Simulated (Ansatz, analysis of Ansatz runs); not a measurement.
# Monovacancy in Ni: vacancy formation against experiment, part 2 of 2

How near does this set-up come to the measured vacancy formation? Subject: monovacancy in Ni. Set-up: LDA, 64-site cell, LDA lattice, 420 eV, k: 3x3x3 Gamma-centred. The model is a cell of 64 host atoms with 1 Ni taken out. The formation energy is the energy of the cell with the vacancy less that of the same number of atoms in the perfect cell. A local or semilocal functional is the cheapest first rung.

Ansatz 0.2.0; LDA, 64-site cell, LDA lattice, 420 eV, k: 3x3x3 Gamma-centred.

So far: The structure; Relaxation, charge 0.

## 2. Relaxation, charge 0 (continued)

Level of this step: plane-wave PAW DFT, LDA; relaxation of all atoms of a defect supercell (Ansatz).

Relaxation path:

```
step  energy less that of the first step (eV)  largest force component (eV/Å)
   1                                   0.0000                          0.2226
   2                                  -0.0365                          0.1610
   3                                  -0.0721                          0.0112
   4                                  -0.0721                          0.0112
```

The run keeps the 48 symmetry operations that it works with, so distortions that break them were not tested.

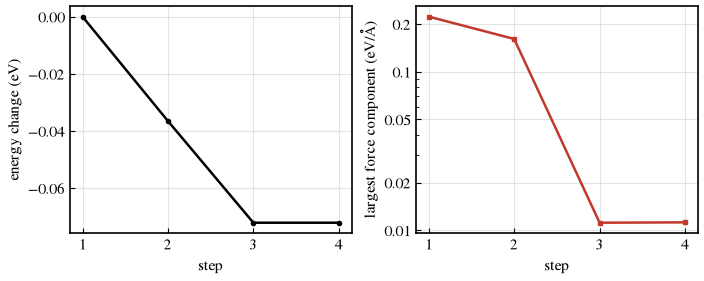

Energy and largest force along the relaxation.

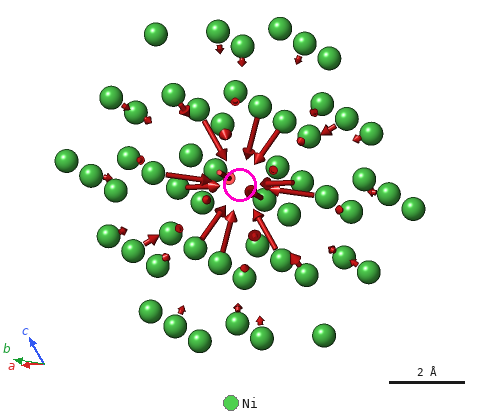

Displacements in the relaxation near the centre, exaggerated; the longest in the cell stands for 0.03 Å. A ring marks the centre wherever it is empty.

The atoms that moved most (Å):

```
atom      dx      dy      dz  length
Ni27   0.000   0.024   0.024   0.033
Ni39   0.024   0.000   0.024   0.033
Ni42   0.024   0.024   0.000   0.033
Ni45   0.000   0.024  -0.024   0.033
Ni57   0.024   0.000  -0.024   0.033
Ni31  -0.024   0.024   0.000   0.033
Ni54   0.024  -0.024   0.000   0.033
Ni28  -0.024   0.000   0.024   0.033
```

Neighbours of the ideal centre at the end:

```
atom  distance (Å)
Ni27         2.387
Ni39         2.387
Ni42         2.387
Ni45         2.387
Ni57         2.387
Ni31         2.387
Ni54         2.387
Ni28         2.387
Ni40         2.387
Ni43         2.387
Ni46         2.387
Ni58         2.387
```

This step gave:

```
free energy                           : -363720.9283 eV
smearing term TS                      : 0.03687 eV
total moment                          : 33.54 μB
integral of the absolute spin density : 37.53 μB
spin contamination                    : 0.2068
```

The relaxation ends 1.1 meV an atom lower, with a largest force component of 0.011 eV/Å.

## 3. Defect-free supercell

The perfect cell is run with the same cutoff and k-points as the defect cell, so that sampling errors largely cancel in the difference.

This step: plane-wave PAW DFT, LDA; single point of the defect-free supercell.

System of this step: The cell holds 64 atoms: 64 Ni. Cell: a = 9.679 Å, b = 9.679 Å, c = 9.679 Å, α = 60.0°, β = 60.0°, γ = 60.0°.

The input, host/input.yaml:

```yaml
crystal:
  lattice:
    - [0.0, 6.8443521399, 6.8443521399]
    - [6.8443521399, 0.0, 6.8443521399]
    - [6.8443521399, 6.8443521399, 0.0]
  atoms:
    - { symbol: Ni, position: [0.0, 0.0, 0.0], spin: 0.7 }
    - { symbol: Ni, position: [0.0, 0.0, 0.25], spin: 0.7 }
    - { symbol: Ni, position: [0.0, 0.0, 0.5], spin: 0.7 }
    - { symbol: Ni, position: [0.0, 0.0, 0.75], spin: 0.7 }
    - { symbol: Ni, position: [0.0, 0.25, 0.0], spin: 0.7 }
    - { symbol: Ni, position: [0.0, 0.25, 0.25], spin: 0.7 }
    - { symbol: Ni, position: [0.0, 0.25, 0.5], spin: 0.7 }
    - { symbol: Ni, position: [0.0, 0.25, 0.75], spin: 0.7 }
[... 50 atom lines left out ...]
    - { symbol: Ni, position: [0.75, 0.5, 0.5], spin: 0.7 }
    - { symbol: Ni, position: [0.75, 0.5, 0.75], spin: 0.7 }
    - { symbol: Ni, position: [0.75, 0.75, 0.0], spin: 0.7 }
    - { symbol: Ni, position: [0.75, 0.75, 0.25], spin: 0.7 }
    - { symbol: Ni, position: [0.75, 0.75, 0.5], spin: 0.7 }
    - { symbol: Ni, position: [0.75, 0.75, 0.75], spin: 0.7 }
magnetization:
  spin_polarized: true
basis:
  ecutwfc: 420
  xc_grid: 2
hamiltonian:
  xc: lda
kpoints:
  mp_grid: { grid: [3, 3, 3] }
scf:
  occupations: { method: methfessel_paxton, width: 0.1 }
  max_iter: 120
output:
  forces: true
```

Command:

```sh
ansatz run input.yaml --threads 4 --pin off --max-ram 14131MiB --backend cpu --events-out ev --progress --plain --runs-dir out
```

Numbers of over 12 decimals in the logs are rounded to 6 here.

Log:

```text
[...]
Crystal: 64 atoms, lattice volume = 641.249 Å³
Basis set: ecut = 420 eV, 12507 PW (Γ), exchange–correlation on 144×144×144 points (8 copies of the dense FFT grid, shifted against one another)
Bands: 719, of which v1, the nominal top of the filled ones, is band 576 counted from 1 (575 counted from 0)
Symmetry: 3072 space group operations
[...]
k-points: 4 of 27
[...]
Starting moments: Σ|m| = 44.8 μB on 64 of 64 sites
[...]
SCF iter   1: F=—  HF=-369447.639691 eV  |F-HF|=—  |Δ(HF+E_count)|=         —  Δρ=1.12e-1 (↑2.65e-2 ↓1.12e-1)  dr2=6.79e1  dr2_m=1.14e1  M=53.706 μB ∫|m|=55.901 μB  β_m=0.30  ethr=3.10e-3  ⟨swp⟩=4.9  Hψ=17624  notcnv=0  defer=114
[...]
SCF iter  16: F=-369495.979362 eV  HF=-369495.979362 eV  |F-HF|=2.71e-8  |Δ(HF+E_count)|=   6.16e-8  S|Δr|=    0.00e0  Δρ=2.85e-6 (↑1.05e-6 ↓2.85e-6)  dr2=4.90e-8  dr2_m=5.32e-9  M=33.427 μB ∫|m|=37.366 μB  ethr=7.88e-12  ⟨swp⟩=3.6  Hψ=15247  notcnv=0
SCF 1 converged in 16 iterations: F = -369495.979362 eV  dr2 = 4.90e-8
[...]
this state was not tested for a lower state beside it, because cold or Methfessel-Paxton smearing, or corrected tetrahedra, fill the levels in a way that the test cannot read (fill_not_monotonic; see scf.lower_state_search)
SCF converged after 16 iterations
Magnetization: 33.4274 μB (592.7137 up, 559.2863 down)
Absolute magnetization: 37.4101 μB (∫|ρ↑−ρ↓|, with the PAW one-centre terms)
[...]
Per-site moments (μB) at R_I (Å): [(0.549138, 0.998186), (0.549138, 0.998186), (0.549138, 0.998186), [... 61 left out ...]
Free energy (F): -369495.979362 eV
[...]
Internal energy: -369495.956155 eV  (E = F + TS)
E sigma→0 (E₀):  -369495.973560 eV
Entropy (-TS):   -0.023207 eV (-0.363 meV/atom)
Fermi energy:    19.654678 eV
[...]
```

It took 5.2 min on 4 threads of Arm Neoverse V1, shared host; peak memory 7.8 GiB; 20 min of CPU time.

Numbers from this step:

| Quantity | Value |
| --- | --- |
| free energy | -369495.9794 eV |
| smearing term TS | 0.02321 eV |
| total moment | 33.43 μB |
| integral of the absolute spin density | 37.41 μB |
| spin contamination | 0.1956 |

The cell carries a net spin moment of 33.43 μB and an absolute one of 37.41 μB.

## 4. Summary of results

```yaml
energy_gained_by_relaxing_the_atoms: 0.07 eV
vacancy_formation_energy_at_fixed_volume_0_k: 1.68 eV
moment_of_the_cell: 33.5 μB
time_of_the_whole_chain: 23 min on 4 threads
```

What this shows: Vacancy formation energy: computed 1.68 eV, measured 1.6 eV; 0.08 eV above the measurement. The calculation is for 0 K; measured enthalpies come from near the melting point and hold vibrational and anharmonic parts. Semilocal functionals misjudge the energy of a vacancy's internal surface; LDA and PBEsol usually give larger values than PBE.

[Logs are printed without paths, hosts, clocks, repeated set-up lines and the standing remarks that a program may print on its own settings, such as how far it seeks lower states.]

[Hosts, paths, dates, database ids (printed as entryN), source tags and the programs' standing remarks are cut or masked in the printed files.]

[For some hosts the program warned that the k-mesh of the response run may be too coarse for force constants and the static dielectric constant; such warnings are not shown here.]
